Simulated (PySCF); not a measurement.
Consider C2H6SSi (SMILES C=C[SiH2]S).

Input file:

```
{"job": {"kind": "uv", "xc": "CAM-B3LYP", "basis": "def2-SVPD", "nstates": 8, "ntriplets": 3}, "charge": 0, "multiplicity": 1}
C      1.619635     0.718841     0.217187
C      0.654893     0.176336    -0.509493
Si    -0.691868    -0.944681     0.169785
S     -2.595739    -0.125241    -0.434831
H      1.701248     0.538566     1.277037
H      2.372851     1.364830    -0.207732
H      0.622773     0.397053    -1.570864
H     -0.689179    -2.264204    -0.444992
H     -0.662406    -0.995539     1.628194
H     -2.323325     1.138691    -0.146817
```

Launched as:

```sh
OMP_NUM_THREADS=1 python probes_run.py task.json out
```

Geometry: GFN2-xTB.

Level of theory: CAM-B3LYP/def2-SVPD, SCF density, gas phase (PySCF).

### What can the converged electron density and electron localisation function tell about the bonding?

C–C (1.32 Å): ρ is about 2.3 e/Å³ halfway; the ELF peaks at about 0.95 between the atoms (a multiple bond).
C–Si (1.88 Å): the density is about 0.97 e/Å³ at the midpoint; the ELF peaks at about 1 between the atoms; a shared electron pair.
C–H (1.08 Å): ρ is about 2 e/Å³ halfway; the ELF climbs to about 1 towards the hydrogen, as it does in any bond to H: an ordinary covalent bond to hydrogen.
Si–H (1.46 Å): ρ at the midpoint is about 0.8 e/Å³; the ELF climbs to about 1 towards the hydrogen.

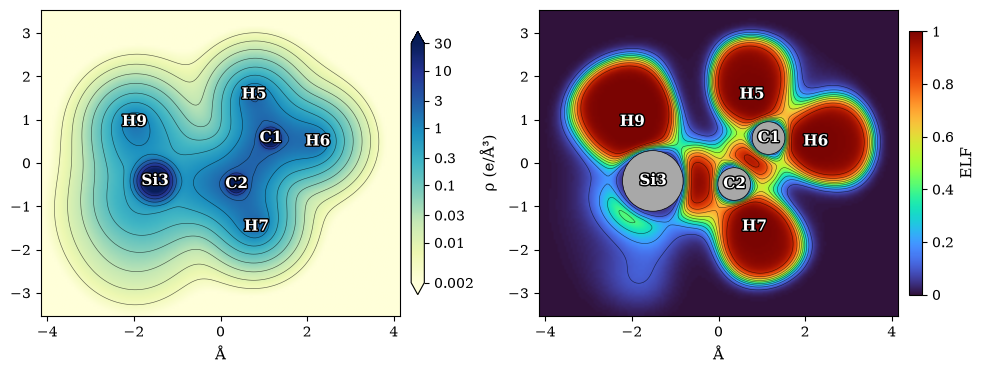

Computed electron density and electron localisation function on the plane of atoms C1, C2 and Si3, in this order. Grey discs cover the atomic cores in the ELF map. 
